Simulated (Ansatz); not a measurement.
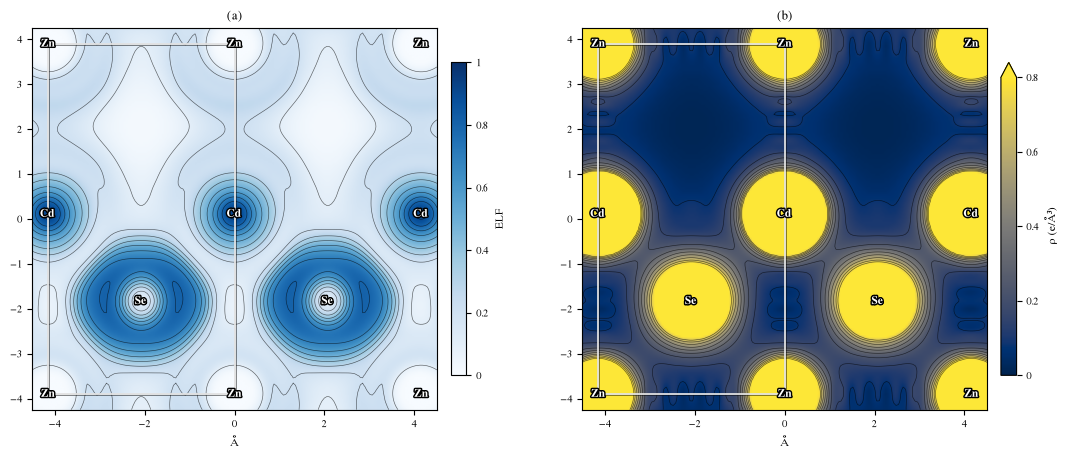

Zn2Cd3Se. (a) ELF; (b) valence charge density (pseudo) on the (010) plane of the conventional cell.

Space group P-4m2; a generated structure, not necessarily the stable one; changed on purpose from its base cell (volume × 0.94, shape and atoms relaxed); computed pressure about 3 GPa in this cell.

All numbers below come from Ansatz, DFT PBE, scalar-relativistic, plane waves, PAW.

The density is the valence pseudo-density of a PAW calculation; it isn't the true density close to the nuclei.

```xyz
6
Lattice="4.1543 0.0000 0.0000 0.0000 4.1543 0.0000 0.0000 0.0000 7.7956" Properties=species:S:1:pos:R:3 pbc="T T T"
Zn    2.0772    0.0000    5.7273
Zn    0.0000    2.0772    2.0683
Cd    0.0000    2.0772    5.8552
Cd    2.0772    2.0772    3.8978
Cd    2.0772    0.0000    1.9404
Se    0.0000    0.0000    0.0000
```

### Read the bonding off the picture.

- The section cuts through Zn, Cd and Se sites.
- Cd–Se (2.84 Å): the density is about 0.26 e/Å³ at the midpoint; the ELF is about 0.30 at the midpoint and 0.15 at its lowest between the atoms.
- Zn–Se (2.93 Å): the density is about 0.2 e/Å³ at the midpoint; the ELF is about 0.35 at the midpoint and 0.15 at its lowest between the atoms.
- Between the atoms the lowest density in this plane is 0.02 e/Å³.
- The features right at Cd lie inside the PAW spheres, where the map follows smoothed inner orbitals and isn't to be read closely.
